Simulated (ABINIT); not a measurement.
# Te2Mo (P6_3/mmc): G0W0 in ABINIT against the bands in the self-energy, part 2 of 2

How does the gap of Te2Mo (P6_3/mmc) converge in the bands in the self-energy?

ABINIT 10.8.3; PBE and many-body steps on it, plane waves. Known limits of the many-body steps: not at the basis limit; exchange with frozen shells missing; no spin-orbit coupling; coarse k mesh.

So far. Step 2 (Screening, 3×3×1 mesh, 386 bands, screening to 176.9 eV): Local fields lower ε∞ by 12 %. On a Γ-centred mesh this coarse the value itself is usually too large, while a short band sum pulls it down.

**6. 132 bands**

Level of this step: G0W0 on PBE, plane waves, norm-conserving pseudopotentials (ABINIT).

The self-energy is evaluated for the states that the input lists, and the levels follow from it, in one-shot runs by the linearised quasiparticle equation.

The input, run.abi:

```
acell 3*1.0 Angstrom
rprim 
  3.518200000003 -0.000000000001 0.000000000000
  -1.759100000001 3.046850575598 0.000000000000
  0.000000000000 0.000000000000 13.973600000000
ntypat 2
znucl 52 42
natom 6
typat 1 1 1 1 2 2
xred 
  0.333333333333 0.666666666667 0.621000000000
  0.666666666667 0.333333333333 0.121000000000
  0.333333333333 0.666666666667 0.879000000000
  0.666666666667 0.333333333333 0.379000000000
  0.333333333333 0.666666666667 0.250000000000
  0.666666666667 0.333333333333 0.750000000000
pp_dirpath "pseudos"
pseudos "Te.upf, Mo.upf"
ecut 36
ngkpt 3 3 1
nshiftk 1
shiftk 0 0 0
kptopt 1
chksymbreak 0
istwfk *1
occopt 1
irdwfk 1
optdriver 4
nband 132
gwcalctyp 0
ecutsigx 36
symsigma 1
nkptgw 2
kptgw 
  0.0000000000 0.0000000000 0.0000000000
  0.3333333333 0.3333333333 0.0000000000
bdgw 
  45 48
  45 48
ecuteps 6.5
irdscr 1
ppmodel 1
indata_prefix "in"
outdata_prefix "out"
tmpdata_prefix "tmp"
```

The run is started by

```sh
$ OMP_NUM_THREADS=1 mpirun -n 8 abinit run.abi > log
```

What it wrote:

```text
.Version 10.8.3 of ABINIT. v10.8.2 released Aug 2026.

 Symmetries : space group P6_3/m m c (#194); Bravais hP (primitive hexag.)
[... echo of the input left out ...]
== DATASET  1 ==================================================================
-   mpi_nproc: 8, omp_nthreads: 1 (-1 if OMP is not activated)

--- !DatasetInfo
iteration_state: {dtset: 1, }
dimensions: {natom: 6, nkpt: 3, mband: 132, nsppol: 1, nspinor: 1, nspden: 1, mpw: 10515, }
cutoff_energies: {ecut:  36.0, pawecutdg:  -1.0, }
[...]
Band     E0 <VxcDFT>   SigX SigC(E0)      Z dSigC/dE  Sig(E)    E-E0       E
[...]
47   8.943 -16.955 -12.267  -3.343   0.768  -0.302 -15.922   1.033   9.976
       48   8.943 -16.955 -12.267  -3.343   0.768  -0.302 -15.922   1.033   9.976

== END DATASET(S) ==============================================================
================================================================================

 -outvars: echo values of variables after computation  --------
           etotal      0.0000000000E+00
            nband         132
             nkpt           3
          spgroup         194
 [... the other variables as echoed above ...]

 Calculation completed.
```

Elapsed: 38 s, on 8 MPI ranks of Intel Xeon Platinum 8488C (Sapphire Rapids), shared host; peak memory 2.6 GiB.

Numbers from this step:

* G0W0 gap on the points computed: 1.555 eV
* starting gap on the mesh: 0.9565 eV
* k of the valence top: 0, 0, 0
* k of the conduction bottom: 0.3333, 0.3333, 0
* least direct G0W0 gap on the computed points: 1.582 eV

The gap on the mesh goes from 0.96 eV to 1.56 eV, a correction of +0.60 eV.

**7. 245 bands**

run.abi: that of step 6 with these lines changed.

```diff
@@ -28,3 +28,3 @@
 optdriver 4
-nband 132
+nband 245
 gwcalctyp 0
```

What it wrote:

```text
.Version 10.8.3 of ABINIT. v10.8.2 released Aug 2026.

 Symmetries : space group P6_3/m m c (#194); Bravais hP (primitive hexag.)
[... echo of the input left out ...]
== DATASET  1 ==================================================================
-   mpi_nproc: 8, omp_nthreads: 1 (-1 if OMP is not activated)

--- !DatasetInfo
iteration_state: {dtset: 1, }
dimensions: {natom: 6, nkpt: 3, mband: 245, nsppol: 1, nspinor: 1, nspden: 1, mpw: 10515, }
cutoff_energies: {ecut:  36.0, pawecutdg:  -1.0, }
[...]
Band     E0 <VxcDFT>   SigX SigC(E0)      Z dSigC/dE  Sig(E)    E-E0       E
[...]
47   8.943 -16.955 -12.267  -3.963   0.763  -0.310 -16.401   0.553   9.497
       48   8.943 -16.955 -12.267  -3.963   0.763  -0.310 -16.401   0.553   9.497

== END DATASET(S) ==============================================================
================================================================================

 -outvars: echo values of variables after computation  --------
           etotal      0.0000000000E+00
            nband         245
             nkpt           3
          spgroup         194
 [... the other variables as echoed above ...]

 Calculation completed.
```

Run time: 53 s. Hardware: 8 MPI ranks; peak memory 2.9 GiB.

Numbers from this step:

- G0W0 gap on the points computed: 1.521 eV
- starting gap on the mesh: 0.9565 eV
- k of the valence top: 0.3333, 0.3333, 0
- k of the conduction bottom: 0.3333, 0.3333, 0
- least direct G0W0 gap on the computed points: 1.521 eV

Against the run before, the gap moves by −0.034 eV.

**8. 386 bands**

run.abi: that of step 7 with these lines changed.

```diff
@@ -28,3 +28,3 @@
 optdriver 4
-nband 245
+nband 386
 gwcalctyp 0
```

What it wrote:

```text
.Version 10.8.3 of ABINIT. v10.8.2 released Aug 2026.

 Symmetries : space group P6_3/m m c (#194); Bravais hP (primitive hexag.)
[... echo of the input left out ...]
== DATASET  1 ==================================================================
-   mpi_nproc: 8, omp_nthreads: 1 (-1 if OMP is not activated)

--- !DatasetInfo
iteration_state: {dtset: 1, }
dimensions: {natom: 6, nkpt: 3, mband: 386, nsppol: 1, nspinor: 1, nspden: 1, mpw: 10515, }
cutoff_energies: {ecut:  36.0, pawecutdg:  -1.0, }
[...]
Band     E0 <VxcDFT>   SigX SigC(E0)      Z dSigC/dE  Sig(E)    E-E0       E
[...]
47   8.943 -16.955 -12.267  -4.208   0.762  -0.312 -16.589   0.365   9.309
       48   8.943 -16.955 -12.267  -4.208   0.762  -0.312 -16.589   0.365   9.309

== END DATASET(S) ==============================================================
================================================================================

 -outvars: echo values of variables after computation  --------
           etotal      0.0000000000E+00
            nband         386
             nkpt           3
          spgroup         194
 [... the other variables as echoed above ...]

 Calculation completed.
```

Wall time 81 s (8 MPI ranks); peak memory 3.4 GiB.

Numbers from this step:

```
G0W0 gap on the points computed              : 1.502 eV
starting gap on the mesh                     : 0.9565 eV
k of the valence top                         : 0, 0, 0
k of the conduction bottom                   : 0.3333, 0.3333, 0
least direct G0W0 gap on the computed points : 1.502 eV
```

Against the run before, the gap moves by −0.019 eV.

**9. The runs together**

Times are wall times on 8 MPI ranks of Intel Xeon Platinum 8488C (Sapphire Rapids), shared host, good to a factor of about two. A run's time includes the screening step that it read.

```
      run   mesh  bands  screening cutoff (eV)  DFT gap (eV)  gap on the mesh (eV)  direct (eV)  ε∞ used     time
 54 bands  3×3×1     54                  176.9         0.956                 1.577        1.682    20.28  4.7 min
 56 bands  3×3×1     56                  176.9         0.956                 1.502        1.627    20.28  4.7 min
 76 bands  3×3×1     76                  176.9         0.956                 1.551        1.618    20.28  4.8 min
132 bands  3×3×1    132                  176.9         0.956                 1.555        1.582    20.28    5 min
245 bands  3×3×1    245                  176.9         0.956                 1.521        1.521    20.28  5.3 min
386 bands  3×3×1    386                  176.9         0.956                 1.502        1.502    20.28  5.7 min
```

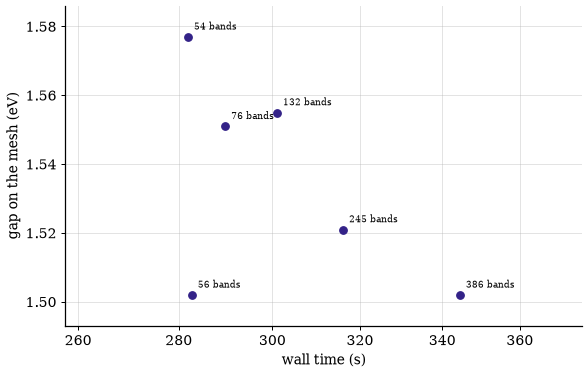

Result against wall time.

**10. Results**

| Property | Result |
| --- | --- |
| 54 bands | 1.577 eV |
| 56 bands | 1.502 eV |
| 76 bands | 1.551 eV |
| 132 bands | 1.555 eV |
| 245 bands | 1.521 eV |
| 386 bands | 1.502 eV |
| known limits | not at the basis limit; exchange with frozen shells missing; no spin-orbit coupling; coarse k mesh |

**Reading.** The setting moved: bands in the self-energy. From 54 bands to 386 bands the gap moves by −0.08 eV. The last step still moves it by −0.019 eV. Bands and screening cutoff are coupled, so a series along one setting does not show full convergence. Bands and cutoff are finite, so the gap is not at the basis limit. The miss can reach some tenths of an eV and take either sign; the mesh is an error of its own. In the G0W0 runs levels were corrected at 2 k points alone, so a gap called «on the mesh» is the least over those, and an edge elsewhere would be missed. The 3×3×1 mesh is coarse for this cell, which bears on the long-range parts of exchange and screening. The norm-conserving file of at least one element keeps a d shell over frozen s and p shells of the same row. Exchange with those shells is missing from the self-energy, an error of 0.3 to 0.9 eV in cases checked, whose sign depends on which edge lies on those atoms. The many-body steps are scalar-relativistic: spin-orbit coupling is not in them.

[Paths, hosts, dates, memory and timing lines, banners, echoed tables and standing remarks are left out of the program output.]

[Logs are printed without paths, hosts, clocks, repeated set-up lines and the standing remarks that a program may print on its own settings, such as how far it seeks lower states.]

[Runs of the session that timed out or met a known fault of the program may be left out.]

[Hosts, paths, dates, database ids (printed as entryN), source tags and the programs' standing remarks are cut or masked in the printed files.]

[G0W0 gaps are taken among the corrected bands and points alone; a level outside them can change the order at an edge.]

[Where Ansatz stands beside ABINIT at settings called matched, ABINIT's density can come from a denser mesh and the files from another edition; pairs whose starting gaps differed by over 0.03 eV were left out, so agreement reads better than it is.]
